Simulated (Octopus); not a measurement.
# revPBE (scalar, in the pseudopotentials, pseudodojo_pbe potentials, pseudopotentials pseudodojo_pbe, grid spacing 0.21 angstrom) run of Cl2 (chlorine)

What is the energy change on altering one bond length of Cl2 (chlorine) at revPBE (scalar, in the pseudopotentials, pseudodojo_pbe potentials, pseudopotentials pseudodojo_pbe, grid spacing 0.21 angstrom)? 

The results are computed with Octopus 16.4.

2 further runs of the same task are left out: 2 set aside as unsound or not needed. Runs told in other sessions of the task aren't counted.

### Step 1. The system as given

Cl2: 2 atoms, total charge 0, spin state singlet. As SMILES, `ClCl`. The coordinates come from a PBE0-D4/def2-TZVP relaxation.

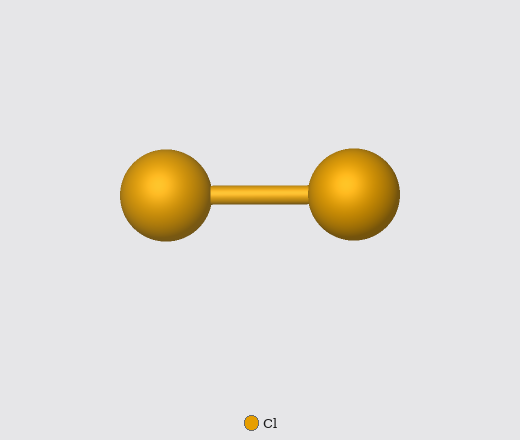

The structure, seen from a chosen angle (chlorine amber).

### Step 2. Energy and gradient at revPBE (scalar, in the pseudopotentials, pseudodojo_pbe potentials, pseudopotentials pseudodojo_pbe, grid spacing 0.21 angstrom)

The input, geometry.xyz:

```xyz
2

Cl     0.845690    -0.281600     0.433600
Cl    -0.845690     0.281600    -0.433600
```

Started as:

```bash
$ OMP_NUM_THREADS=1 octopus > gs.log
```

What it wrote:

```text
Version                : 16.4
[... 118 lines left out ...]
Converged eigenvectors: 0
#  State  Eigenvalue [eV]  Occupation    Error
[... 11 lines left out ...]
Converged eigenvectors: 0
#  State  Eigenvalue [eV]  Occupation    Error
[... 48 lines left out ...]
Converged eigenvectors: 0
#  State  Eigenvalue [eV]  Occupation    Error
[... 11 lines left out ...]
Converged eigenvectors: 0
#  State  Eigenvalue [eV]  Occupation    Error
[... 8 lines left out ...]
Info: SCF converged in   16 iterations
[... 1 line left out ...]
**   Some of the states are not fully converged!
[... 1 line left out ...]
Octopus emitted 2 warnings.
```

Run time: 4.8 s. Hardware: 1 thread of Arm Neoverse V2, shared host; peak memory 0.077 GiB.

### Step 3. The distorted shape at the same level

The input, geometry.xyz:

```xyz
2

Cl     0.972550    -0.323842     0.498644
Cl    -0.972550     0.323842    -0.498644
```

Started as:

```bash
$ OMP_NUM_THREADS=1 octopus > gs.log
```

What it wrote:

```text
Version                : 16.4
[... 46 lines left out ...]
** Warning:
[... 76 lines left out ...]
Converged eigenvectors: 0
#  State  Eigenvalue [eV]  Occupation    Error
[... 11 lines left out ...]
Converged eigenvectors: 0
#  State  Eigenvalue [eV]  Occupation    Error
[... 51 lines left out ...]
Converged eigenvectors: 0
#  State  Eigenvalue [eV]  Occupation    Error
[... 11 lines left out ...]
Converged eigenvectors: 2
#  State  Eigenvalue [eV]  Occupation    Error
[... 8 lines left out ...]
Info: SCF converged in   17 iterations
[... 1 line left out ...]
**   Some of the states are not fully converged!
[... 1 line left out ...]
Octopus emitted 3 warnings.
```

Run time: 5.1 s. Hardware: 1 thread of Arm Neoverse V2, shared host; peak memory 0.078 GiB.

### Step 4. What came out

Level: revPBE (scalar, in the pseudopotentials, pseudodojo_pbe potentials, pseudopotentials pseudodojo_pbe, grid spacing 0.21 angstrom).

| quantity | value |
| --- | --- |
| first shape: total energy | -32.83031 Eh |
| first shape: dipole moment | 0.00 D |
| first shape: HOMO energy | -7.23 eV |
| first shape: largest force on an atom | 0.589 eV/Å |
| distorted shape: total energy | -32.81507 Eh |
| distorted shape: dipole moment | 0.00 D |
| distorted shape: HOMO energy | -7.76 eV |
| distorted shape: largest force on an atom | 2.596 eV/Å |
| energy change with the Cl1–Cl2 bond stretched from 1.982 to 2.280 Å | 0.415 eV |

What this shows: With the Cl1–Cl2 bond stretched from 1.982 to 2.280 Å the energy rises by 0.41 eV (9.6 kcal/mol). The first shape isn't relaxed at this level, so the change isn't measured from a minimum. The largest force (first shape) is 0.59 eV/Å: the shape isn't a stationary point for this species at this level.
